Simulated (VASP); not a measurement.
Band structure of CrAl (relaxed from the rock salt structure, space group Fm-3m). Calculation: PBE GGA, VASP's PBE PAW potentials (set 64) (plane waves; VASP).

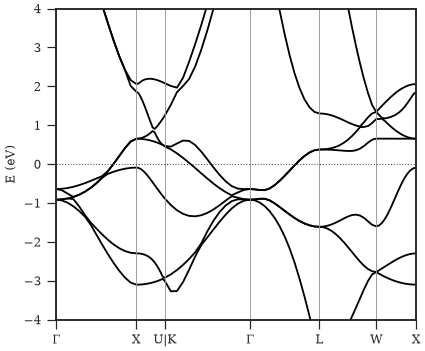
Figure: Bands along high-symmetry lines, zero at the valence-band maximum or, without a gap, the Fermi level

Problem. Read the plot: is there a gap, and where are the band edges?

Solution. It has no gap at this level: it comes out as a metal or semimetal. (Edges off the drawn lines would not show.)

The structure was generated: CrAl was put into the rock salt type (Fm-3m), which need not be its known phase. It was relaxed first, which changed the volume by -34 %. The run is not spin-polarised, so no magnetic state was tried. The electron count is odd and the run is not spin-polarised, which forces a metal.
